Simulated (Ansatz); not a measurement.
## BClF2 (chlorodifluoroborane): the energy, rung by rung

BClF2 has 4 atoms, charge 0, and is taken as a singlet. SMILES: `FB(F)Cl`. The shape is that of a PBE0-D4/def2-TZVP optimisation.

```xyz
4

F    -0.1737   -1.2543   -0.5463
B    -0.0671   -0.0413   -0.0620
F    -1.0116    0.8301   -0.3177
Cl    1.3079    0.4053    0.9057
```

Each level gives the energy change with the F1–B2 bond stretched from 1.310 to 3.276 Å (eV). The values are calculated.

```tsv
level	kind	program	value (eV)	less FCI/STO-3G	CPU time (all runs)
HF/STO-3G (restricted)	Hartree–Fock	Ansatz	12.61	+6.48	0.47 s
SVWN5/STO-3G (restricted)	LDA	Ansatz	9.57	+3.44	2 s
PBE/STO-3G (restricted)	GGA	Ansatz	8.84	+2.71	3 s
r2SCAN/STO-3G (restricted)	meta-GGA	Ansatz	9.22	+3.09	7 s
BHLYP/STO-3G (restricted)	global hybrid	Ansatz	10.86	+4.73	2.7 s
PBE0/STO-3G (restricted)	global hybrid	Ansatz	9.89	+3.76	2.9 s
HSE06/STO-3G (restricted)	range-separated hybrid	Ansatz	9.85	+3.72	3.5 s
B2PLYP/STO-3G (restricted)	double hybrid	Ansatz	8.33	+2.20	3.9 s
BCCD(T)/STO-3G (restricted)	coupled cluster or CI	Ansatz	5.99	-0.14	0.83 s
FCI/STO-3G	exact in the basis	Ansatz	6.13	0.00	45 s
```

FCI/STO-3G is exact within its basis and frozen core, so for wave-function methods in that basis the difference is their error; functionals converge differently with the basis, so for them it is only a difference. A spin-restricted reference rises too steeply as a bond breaks; here HF/STO-3G, SVWN5/STO-3G, PBE/STO-3G, r2SCAN/STO-3G, BHLYP/STO-3G, PBE0/STO-3G, HSE06/STO-3G, B2PLYP/STO-3G lie well above the multireference or unrestricted value. The first shape isn't each level's own minimum. The values span 5.99 to 12.61 eV. All rows use very small basis sets, so none should be taken for the real molecule's value. In so small a basis fixed costs decide the times, and correlated methods can beat functionals. CPU times are rough (shared hosts, several kinds of processor and program).

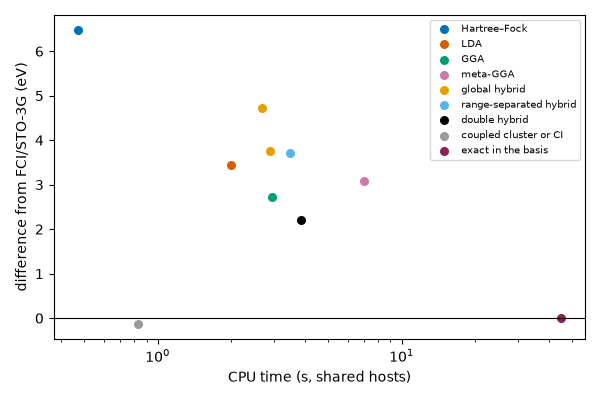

Difference from FCI/STO-3G against processor time, one point a level.
